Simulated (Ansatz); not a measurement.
**GeH₃− (triplet): one geometry, many settings at distance Ge1–H4 = 3.680 Å**

Aim: run GeH₃− (triplet) at one geometry under a spread of methods and options, and see what each costs and gives.

Computed with Ansatz 0.2.0, Gaussian basis. Level: the settings change from run to run.

24 further runs of the same task are left out: 8 for a known fault of the program, 1 for a mislabelled method, 13 that didn't finish, 2 set aside as unsound or not needed.

## Step 1: The geometry

The geometry derives from a PBE0/def2-TZVPD stationary point (not a proven minimum). One bond is set to the value named and the two fragments are kept rigid. No spin-orbit coupling is included. The filled d shell of Ge may be among the frozen orbitals whatever the setting's name suggests; the logs give the count.

4 atoms, charge -1, spin multiplicity 3.

Atoms are counted from 1 here; the program's logs count them from 0.

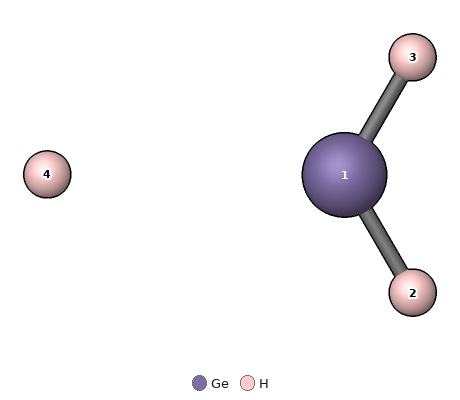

The geometry (germanium purple, hydrogen pink); atoms are numbered from 1 in the order of the file.

## Step 2: HF/cc-pVDZ

in.yaml reads:

```yaml
crystal:
  periodic: [false, false, false]
  atoms:
    - {symbol: Ge, position_ang: [0.012639, 0.023354, 0.000085]}
    - {symbol: H, position_ang: [1.698544, 0.069842, -0.006415]}
    - {symbol: H, position_ang: [-0.870539, 1.460133, 0.011985]}
    - {symbol: H, position_ang: [-1.738877, -3.213071, -0.011698]}
basis:
  gaussian: {orbitals: cc-pVDZ}
total_charge: -1
magnetization: {spin_polarized: false, initial_magnetization: 2}
hamiltonian: {xc: hf}
accuracy: high
scf: {lower_state_search: off}
output: {forces: true, orbitals: {seedname: orbitals}}
```

Started as:

```sh
> ansatz run in.yaml --threads 1 --pin off --events-out ev --progress --plain --max-ram 2393MiB
```

The log of the run:

```text
Functional definition: HF
  name "HF"
  cite "Fock, Z. Phys. 61, 126 (1930) doi:10.1007/BF01340294"
  parent pbe
  exchange = exact_x
  correlation = 0
these checks for a lower state are left out or cut short: stability, starts, cluster_reference, orbital_swaps, neighbouring_geometries, increment
813 factors; integrals over basis functions are off by at most 4.4e-9 eV
mean field evaluation 1: about -56513.2440 eV, gradient 1.5e1 eV
mean field evaluation 2: about -56513.2582 eV, gradient 1.5e1 eV
mean field evaluation 4: about -56515.7241 eV, gradient 3.9e0 eV
mean field evaluation 8: about -56516.2363 eV, gradient 5.4e-1 eV
mean field evaluation 16: about -56516.2431 eV, gradient 1.3e-1 eV
mean field -56516.24349324 eV, -2076.9336402908 hartree, gradient 1.4e-8 eV, S^2 2.000000; 0 other end points of the search recorded, 0 dependent functions left out
the calculation of the forces begins
reference -56516.24349324 eV, -2076.9336402908 hartree; 19, 17 occupied and 23, 25 virtual orbitals, 813 factors
Total energy: -56516.24349324 eV, -2076.9336402908 hartree
Atom 0 at     0.012639     0.023354     0.000085 Å, force    -0.616304    -1.138798    -0.004146 eV/Å
Atom 1 at     1.698544     0.069842    -0.006415 Å, force    -0.684284     1.096899     0.009125 eV/Å
Atom 2 at    -0.870539     1.460133     0.011985 Å, force     1.292578     0.027096    -0.005033 eV/Å
Atom 3 at    -1.738877    -3.213071    -0.011698 Å, force     0.008011     0.014802     0.000054 eV/Å
Dipole moment:     0.003401     0.006284     0.000023 e Å
Checks for a lower state left out: stability, starts, cluster_reference, orbital_swaps, neighbouring_geometries, increment
```

It took 1 s on 1 thread of Arm Neoverse V2, shared host.

## Step 3: MP2 on UHF/aug-cc-pVDZ

in.yaml reads:

```yaml
crystal:
  periodic: [false, false, false]
  atoms:
    - {symbol: Ge, position_ang: [0.012639, 0.023354, 0.000085]}
    - {symbol: H, position_ang: [1.698544, 0.069842, -0.006415]}
    - {symbol: H, position_ang: [-0.870539, 1.460133, 0.011985]}
    - {symbol: H, position_ang: [-1.738877, -3.213071, -0.011698]}
basis:
  gaussian: {orbitals: aug-cc-pVDZ, point_charges: [{charge: 1.00, position_ang: [5.910, 0.707, -0.163]}]}
total_charge: -1
magnetization: {spin_polarized: true, initial_magnetization: 2}
correlation: {method: mp2, electrons: outside_noble_gas}
output: {forces: true}
```

Launched as before.

The log of the run, cut to the lines that bear on the results:

```text
Functional definition: HF
  name "HF"
  cite "Fock, Z. Phys. 61, 126 (1930) doi:10.1007/BF01340294"
  parent pbe
[...]
659 factors; integrals over basis functions are off by at most 7.7e-4 eV
[...]
mean field -56519.28277363 eV, -2077.0453317850 hartree, gradient 2.5e-6 eV, S^2 2.023338; 10 other end points of the search recorded, 0 dependent functions left out
14 core orbitals not correlated: weight in the atoms' cores, before any rotation towards them, 1.000 or more for the frozen orbitals, at most 0.000 for the correlated occupied ones
reference -56519.28277363 eV, -2077.0453317850 hartree; 5, 3 occupied and 44, 46 virtual orbitals, 659 factors
second order -2.81316899 eV of doubles, -0.00000000 eV of singles
[...]
Total energy: -56522.09594262 eV, -2077.1487138386 hartree
Atom 0 at     0.012639     0.023354     0.000085 Å, force    -0.651019    -0.637954    -0.003943 eV/Å
Atom 1 at     1.698544     0.069842    -0.006415 Å, force     0.022143     0.875131    -0.008463 eV/Å
Atom 2 at    -0.870539     1.460133     0.011985 Å, force     1.214040    -0.212543    -0.008261 eV/Å
Atom 3 at    -1.738877    -3.213071    -0.011698 Å, force     0.020468     0.033048     0.000272 eV/Å
Dipole moment:    -0.691443    -0.147418     0.015039 e Å
```

Wall time 3.6 s (1 thread of Arm Neoverse V2, shared host).

From the report: ⟨S²⟩ of the determinant 2.023 (pure triplet: 2.00).

## Step 4: CCSD on ROHF/6-31G

in.yaml reads:

```yaml
crystal:
  periodic: [false, false, false]
  atoms:
    - {symbol: Ge, position_ang: [0.012639, 0.023354, 0.000085]}
    - {symbol: H, position_ang: [1.698544, 0.069842, -0.006415]}
    - {symbol: H, position_ang: [-0.870539, 1.460133, 0.011985]}
    - {symbol: H, position_ang: [-1.738877, -3.213071, -0.011698]}
basis:
  gaussian: {orbitals: 6-31G}
total_charge: -1
magnetization: {spin_polarized: false, initial_magnetization: 2}
correlation: {method: ccsd, electrons: outside_noble_gas}
```

Launched as before.

The log of the run, cut to the lines that bear on the results:

```text
Functional definition: HF
  name "HF"
  cite "Fock, Z. Phys. 61, 126 (1930) doi:10.1007/BF01340294"
  parent pbe
[...]
349 factors; integrals over basis functions are off by at most 5.8e-4 eV
[...]
mean field -56507.74752514 eV, -2076.6214192219 hartree, gradient 1.8e-6 eV, S^2 2.000000; 4 other end points of the search recorded, 0 dependent functions left out
[...]
determinant -56507.74752514 eV, -2076.6214192219 hartree, with singles and doubles -56509.64845959 eV, -2076.6912772745 hartree
determinant -56505.92726288 eV, -2076.5545258178 hartree, with singles and doubles -56507.78682782 eV, -2076.6228635690 hartree
determinant -56505.16290906 eV, -2076.5264363331 hartree, with singles and doubles -56507.38286448 eV, -2076.6080181898 hartree
determinant -56507.74752514 eV, -2076.6214192219 hartree, with singles and doubles -56509.65572895 eV, -2076.6915444187 hartree
determinant -56505.92726288 eV, -2076.5545258178 hartree, with singles and doubles -56507.79185079 eV, -2076.6230481595 hartree
determinant -56505.16290906 eV, -2076.5264363331 hartree, with singles and doubles -56507.39578657 eV, -2076.6084930681 hartree
14 core orbitals not correlated: weight in the atoms' cores, before any rotation towards them, 0.999 or more for the frozen orbitals, at most 0.001 for the correlated occupied ones
reference -56507.74752514 eV, -2076.6214192219 hartree; 5, 3 occupied and 16, 18 virtual orbitals, 349 factors
second order -1.33868635 eV of doubles, -0.02861766 eV of singles
cycle   1  -1.90806702 eV  change    1.4e-4 eV  update   1.2e-3
[...]
cycle   9  -1.90860183 eV  change    6.5e-7 eV  update   5.7e-6
Total energy: -56509.65612697 eV, -2076.6915590455 hartree
```

It took 1.1 s on 1 thread of Arm Neoverse V2, shared host.

From the report: correlation -1.9086 eV; T1 0.025; largest double amplitude 0.06.

## Step 5: CASSCF(2,5)/6-31G*

Changes to in.yaml since step 4:

```diff
@@ -8,5 +8,5 @@
 basis:
-  gaussian: {orbitals: 6-31G}
+  gaussian: {orbitals: "6-31G*"}
 total_charge: -1
 magnetization: {spin_polarized: false, initial_magnetization: 2}
-correlation: {method: ccsd, electrons: outside_noble_gas}
+correlation: {active_space: {window: {electrons: 2, orbitals: 5}}}
```

Same command.

The log of the run:

```text
Functional definition: HF
  name "HF"
  cite "Fock, Z. Phys. 61, 126 (1930) doi:10.1007/BF01340294"
  parent pbe
  exchange = exact_x
  correlation = 0
408 factors; integrals over basis functions are off by at most 5.2e-4 eV
mean field evaluation 1: about -56505.6420 eV, gradient 1.6e1 eV
mean field evaluation 2: about -56505.6499 eV, gradient 1.6e1 eV
mean field evaluation 4: about -56508.7407 eV, gradient 5.8e0 eV
mean field evaluation 8: about -56509.2130 eV, gradient 8.1e-1 eV
mean field evaluation 16: about -56509.2256 eV, gradient 6.2e-6 eV
mean field evaluation 32: about -56507.7720 eV, gradient 2.3e0 eV
mean field -56509.22564510 eV, -2076.6757391284 hartree, gradient 6.2e-6 eV, S^2 2.000000; 4 other end points of the search recorded, 0 dependent functions left out
reference -56509.22564510 eV, -2076.6757391284 hartree; 19, 17 occupied and 22, 24 virtual orbitals, 408 factors
state -56509.22721324 eV, -2076.6757967566 hartree
Total energy: -56509.22721324 eV, -2076.6757967566 hartree
```

Run time: 2.1 s. Hardware: 1 thread of Arm Neoverse V2, shared host.

From the report: 25 determinants; active occupations 1.00, 1.00, 0.00, 0.00, 0.00.

## Step 6: MP2 on ROHF/def2-TZVP

Changes to in.yaml since step 5:

```diff
@@ -8,5 +8,5 @@
 basis:
-  gaussian: {orbitals: "6-31G*"}
+  gaussian: {orbitals: def2-TZVP}
 total_charge: -1
 magnetization: {spin_polarized: false, initial_magnetization: 2}
-correlation: {active_space: {window: {electrons: 2, orbitals: 5}}}
+correlation: {method: mp2, electrons: outside_noble_gas}
```

Launched as before.

The log of the run, cut to the lines that bear on the results:

```text
Functional definition: HF
  name "HF"
  cite "Fock, Z. Phys. 61, 126 (1930) doi:10.1007/BF01340294"
  parent pbe
[...]
473 factors; integrals over basis functions are off by at most 9.2e-4 eV
[...]
mean field -56517.17899202 eV, -2076.9680192368 hartree, gradient 7.5e-7 eV, S^2 2.000000; 4 other end points of the search recorded, 0 dependent functions left out
[...]
14 core orbitals not correlated: weight in the atoms' cores, before any rotation towards them, 1.000 or more for the frozen orbitals, at most 0.000 for the correlated occupied ones
reference -56517.17899202 eV, -2076.9680192368 hartree; 5, 3 occupied and 47, 49 virtual orbitals, 473 factors
second order -3.05047845 eV of doubles, -0.07516041 eV of singles
Total energy: -56520.30463088 eV, -2077.0828843463 hartree
```

Run time: 1.6 s. Hardware: 1 thread of Arm Neoverse V2, shared host.

## Step 7: MP2 on UHF/aug-cc-pVDZ

Changes to in.yaml since step 6:

```diff
@@ -8,5 +8,6 @@
 basis:
-  gaussian: {orbitals: def2-TZVP}
+  gaussian: {orbitals: aug-cc-pVDZ}
 total_charge: -1
-magnetization: {spin_polarized: false, initial_magnetization: 2}
+magnetization: {spin_polarized: true, initial_magnetization: 2}
 correlation: {method: mp2, electrons: outside_noble_gas}
+accuracy: high
```

Same command.

The log of the run, cut to the lines that bear on the results:

```text
Functional definition: HF
  name "HF"
  cite "Fock, Z. Phys. 61, 126 (1930) doi:10.1007/BF01340294"
  parent pbe
[...]
1216 factors; integrals over basis functions are off by at most 4.5e-9 eV
[...]
mean field -56516.68639403 eV, -2076.9499165947 hartree, gradient 2.8e-8 eV, S^2 2.027992; 9 other end points of the search recorded, 0 dependent functions left out
14 core orbitals not correlated: weight in the atoms' cores, before any rotation towards them, 1.000 or more for the frozen orbitals, at most 0.000 for the correlated occupied ones
reference -56516.68639403 eV, -2076.9499165947 hartree; 5, 3 occupied and 44, 46 virtual orbitals, 1216 factors
second order -2.79370375 eV of doubles, -0.00000000 eV of singles
Total energy: -56519.48009778 eV, -2077.0525833138 hartree
```

Run time: 4.9 s. Hardware: 1 thread of Arm Neoverse V2, shared host.

From the report: ⟨S²⟩ of the determinant 2.028 (pure triplet: 2.00).

## Step 8: BCCD on ROHF/def2-mTZVP

Changes to in.yaml since step 7:

```diff
@@ -8,6 +8,5 @@
 basis:
-  gaussian: {orbitals: aug-cc-pVDZ}
+  gaussian: {orbitals: def2-mTZVP}
 total_charge: -1
-magnetization: {spin_polarized: true, initial_magnetization: 2}
-correlation: {method: mp2, electrons: outside_noble_gas}
-accuracy: high
+magnetization: {spin_polarized: false, initial_magnetization: 2}
+correlation: {method: bccd, electrons: outside_noble_gas}
```

The command is unchanged.

The log of the run, cut to the lines that bear on the results:

```text
Functional definition: HF
  name "HF"
  cite "Fock, Z. Phys. 61, 126 (1930) doi:10.1007/BF01340294"
  parent pbe
[...]
450 factors; integrals over basis functions are off by at most 3.2e-4 eV
[...]
mean field -56517.01257497 eV, -2076.9619035230 hartree, gradient 2.9e-6 eV, S^2 2.000000; 7 other end points of the search recorded, 0 dependent functions left out
determinant -56517.01257497 eV, -2076.9619035230 hartree, with singles and doubles -56519.92897389 eV, -2077.0690792065 hartree
determinant -56514.94572695 eV, -2076.8859482592 hartree, with singles and doubles -56517.88228628 eV, -2076.9938648244 hartree
determinant -56513.69285822 eV, -2076.8399061826 hartree, with singles and doubles -56516.67202678 eV, -2076.9493886081 hartree
14 core orbitals not correlated: weight in the atoms' cores, before any rotation towards them, 1.000 or more for the frozen orbitals, at most 0.000 for the correlated occupied ones
reference -56517.01257497 eV, -2076.9619035230 hartree; 5, 3 occupied and 26, 28 virtual orbitals, 450 factors
second order -2.17970175 eV of doubles, -0.06508861 eV of singles
cycle   1  -2.90178904 eV  change   -8.2e-2 eV  update   1.3e-2
[...]
cycle  12  -2.90649490 eV  change   -2.7e-6 eV  update   6.1e-6
Total energy: -56519.91906987 eV, -2077.0687152405 hartree
```

Run time: 2 s. Hardware: 1 thread of Arm Neoverse V2, shared host.

From the report: correlation -2.9065 eV; largest double amplitude 0.06.

## Step 9: NEVPT2(6,4)/6-31G

Changes to in.yaml since step 8:

```diff
@@ -8,5 +8,6 @@
 basis:
-  gaussian: {orbitals: def2-mTZVP}
+  gaussian: {orbitals: 6-31G}
 total_charge: -1
 magnetization: {spin_polarized: false, initial_magnetization: 2}
-correlation: {method: bccd, electrons: outside_noble_gas}
+correlation: {method: sc_nevpt2, electrons: outside_noble_gas, active_space: {window: {electrons: 6, orbitals: 4}}}
+accuracy: high
```

The command is unchanged.

The log of the run, cut to the lines that bear on the results:

```text
Functional definition: HF
  name "HF"
  cite "Fock, Z. Phys. 61, 126 (1930) doi:10.1007/BF01340294"
  parent pbe
[...]
573 factors; integrals over basis functions are off by at most 3.7e-9 eV
[...]
mean field -56507.74774275 eV, -2076.6214272191 hartree, gradient 2.1e-8 eV, S^2 2.000000; 3 other end points of the search recorded, 0 dependent functions left out
reference -56507.74774275 eV, -2076.6214272191 hartree; 19, 17 occupied and 16, 18 virtual orbitals, 573 factors
state -56507.74774275 eV, -2076.6214272191 hartree
state -56507.74774275 eV, -2076.6214272191 hartree; corrected -56508.98495897 eV, -2076.6668940765 hartree
WARN: 2 active orbitals are nearly empty or full. The corrections depend on them more than the energy does, and are more stable in an active space without them
Total energy: -56508.98495897 eV, -2076.6668940765 hartree
```

It took 0.78 s on 1 thread of Arm Neoverse V2, shared host.

From the report: 4 determinants; active occupations 2.00, 2.00, 1.00, 1.00. The report marks this result as in doubt.

## Step 10: CCSDT(Q)/B on UHF/def2-SVP

in.yaml reads:

```yaml
crystal:
  periodic: [false, false, false]
  atoms:
    - {symbol: Ge, position_ang: [0.012639, 0.023354, 0.000085]}
    - {symbol: H, position_ang: [1.698544, 0.069842, -0.006415]}
    - {symbol: H, position_ang: [-0.870539, 1.460133, 0.011985]}
    - {symbol: H, position_ang: [-1.738877, -3.213071, -0.011698]}
basis:
  gaussian: {orbitals: def2-SVP}
total_charge: -1
magnetization: {spin_polarized: true, initial_magnetization: 2}
hamiltonian: {pseudopotentials: {relativity: scalar}}
correlation: {method: ccsdt_q_b, electrons: outside_noble_gas}
```

Launched as before.

The log of the run, cut to the lines that bear on the results:

```text
Functional definition: HF
  name "HF"
  cite "Fock, Z. Phys. 61, 126 (1930) doi:10.1007/BF01340294"
  parent pbe
[...]
747 factors; integrals over basis functions are off by at most 2.2e-7 eV
[...]
mean field -56976.24110878 eV, -2093.8382408643 hartree, gradient 3.2e-6 eV, S^2 2.018101; 3 other end points of the search recorded, 0 dependent functions left out
determinant -56976.24110878 eV, -2093.8382408643 hartree, with singles and doubles -56979.44911510 eV, -2093.9561329222 hartree
determinant -56974.12852606 eV, -2093.7606048814 hartree, with singles and doubles -56977.33900027 eV, -2093.8785876326 hartree
14 core orbitals not correlated: weight in the atoms' cores, before any rotation towards them, 1.000 or more for the frozen orbitals, at most 0.000 for the correlated occupied ones
reference -56976.24110878 eV, -2093.8382408643 hartree; 5, 3 occupied and 28, 30 virtual orbitals, 747 factors
second order -2.50934019 eV of doubles, -0.00000000 eV of singles
cycle   1  -2.98804257 eV  change   -4.8e-1 eV  update   6.5e-2
[...]
cycle  19  -3.30238854 eV  change    6.0e-7 eV  update   2.7e-7
perturbative correction -0.00235305 eV, -0.0000864730 hartree
Total energy: -56979.54585037 eV, -2093.9596878778 hartree
Relativity: scalar
```

It took 7.5 s on 1 thread of Arm Neoverse V2, shared host.

From the report: ⟨S²⟩ of the determinant 2.018 (pure triplet: 2.00); correlation -3.3047 eV; T1 0.021; largest double amplitude 0.07.

## Step 11: The runs in one table

Where basis and cores are those of an earlier UCCSDT(Q)/aug-cc-pVDZ run (-56520.4084 eV), and the state is the same kind, the miss against it is given. † marks a result that the program doubts.

```tsv
level	correlated	functions	energy (eV)	from UCCSDT(Q) (meV)	time
HF/cc-pVDZ		42	-56516.2435		1 s
MP2 on UHF/aug-cc-pVDZ (beside a point charge)	outside noble gas	63	-56522.0959		3.6 s
CCSD on ROHF/6-31G	outside noble gas	35	-56509.6561		1.1 s
CASSCF(2,5)/6-31G*		41	-56509.2272		2.1 s
MP2 on ROHF/def2-TZVP	outside noble gas	66	-56520.3046		1.6 s
MP2 on UHF/aug-cc-pVDZ	outside noble gas	63	-56519.4801	928.3	4.9 s
BCCD on ROHF/def2-mTZVP	outside noble gas	45	-56519.9191		2 s
NEVPT2(6,4)/6-31G †	outside noble gas	35	-56508.9850		0.78 s
CCSDT(Q)/B on UHF/def2-SVP (relativity set)	outside noble gas	47	-56979.5459		7.5 s
```

## Step 12: Outcome

```
quantity                                               value
    runs                                                   9
quickest                         NEVPT2(6,4)/6-31G †, 0.78 s
 slowest  CCSDT(Q)/B on UHF/def2-SVP (relativity set), 7.5 s
```

In words: Total energies in different bases, with other cores or another treatment of relativity can't be set against each other. CCSDT(Q)/B on UHF/def2-SVP (relativity set) took 10 times as long as NEVPT2(6,4)/6-31G †; the jobs differ in more than the method.
